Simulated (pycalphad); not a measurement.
Al-Fe solution, phase liquid, at 2077 °C; mixing quantities and activities refer to the pure elements in the same phase at that temperature, stable or not.

All values are pycalphad results on the COST 507 light-alloy database (1999) (1 atm), not direct measurements. The data set is of 1999 and partly superseded.

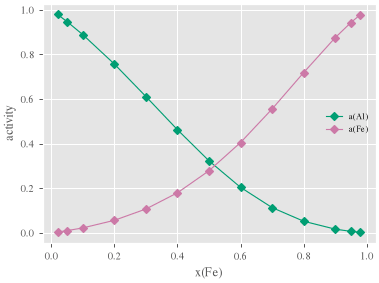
*Activities against composition*

Is the deviation from Raoult's law positive or negative, and how large are the activity coefficients at the dilute ends?

γ(Fe) = 0.18 at x(Fe) = 0.02 and γ(Al) = 0.11 at x(Fe) = 0.98; values under 1 are negative deviations, over 1 positive. The enthalpy of mixing is -23.0 kJ/mol at its extreme among the points, x(Fe) = 0.5.
